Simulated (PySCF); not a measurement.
# C3H8AlN: the cost of one run

Computed with PySCF 2.14.0, with density-fitted response routines of our own, on a single molecule in the gas phase. Atoms are numbered from 0 throughout.

## Step 1: Starting geometry

13 atoms, charge 0, multiplicity 1; geometry from: GFN2-xTB. The atoms were then displaced at random by about 0.03 Å, so the start is not that level's minimum.

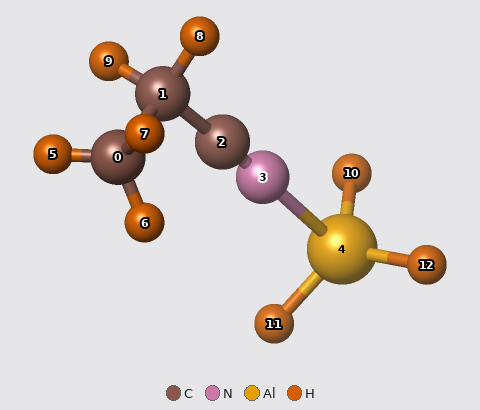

As it starts; carbon brown, nitrogen pink, aluminium amber, hydrogen orange, atoms numbered.

## Step 2: Relaxing the molecule at PBE0-D3(BJ)/def2-SVP

What the job is given:

```
{"job": {"xc": "PBE0", "basis": "def2-SVP", "d3": "d3bj", "grid": 1, "shake": 0.03, "kind": "geom"}, "charge": 0, "multiplicity": 1}
C      2.263160    -0.617690    -0.072040
C      1.336190     0.408390     0.765370
C     -0.086810     0.332520     0.388960
N     -1.023030     0.254100     0.084470
Al    -3.045490     0.051530    -0.416210
H      2.731420    -1.223160     0.541310
H      1.603650    -1.123120    -0.759600
H      2.964490     0.031180    -0.697180
H      1.667130     1.474440     0.690210
H      1.431290     0.179840     1.866220
H     -3.665400     0.868220     0.846930
H     -3.094600    -1.494080    -0.317000
H     -3.060140     0.806680    -1.813270
```

On the command line:

```sh
OMP_NUM_THREADS=1 python probes_run.py task.json out
```

This one command runs all jobs of the session in turn.

Q: Estimate the wall time and peak memory of this first job on 1 thread of Intel Xeon 6975P-C, shared host.

About 49 s, with a peak of 0.45 GiB.
